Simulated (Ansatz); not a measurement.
Bands of a (12,0) black phosphorus nanotube, along its axis.

Computed with PBE (plane waves to 420 eV, PAW; Ansatz, a quantum-chemistry and plane-wave program). Mesh 1×1×10. No spin polarisation. Periodic along z alone, with about 11 Å of vacuum beside it. A hypothetical model, rolled from the flat sheet. Only distortions within the start's symmetry and period were free.

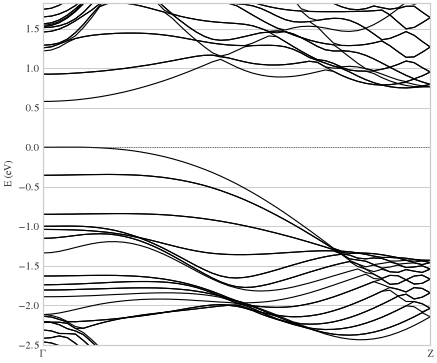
Figure. Bands from the zone centre to the zone edge (period 3.30 Å); the dotted line marks the highest filled level

Question: Is it a metal or a semiconductor at this level? Give what the bands show.

Answer: A semiconductor in PBE.
| Quantity | Result |
|---|---|
| PBE gap | 0.58 eV, nearly direct, from k = 0.031 × 2π/c to Γ |
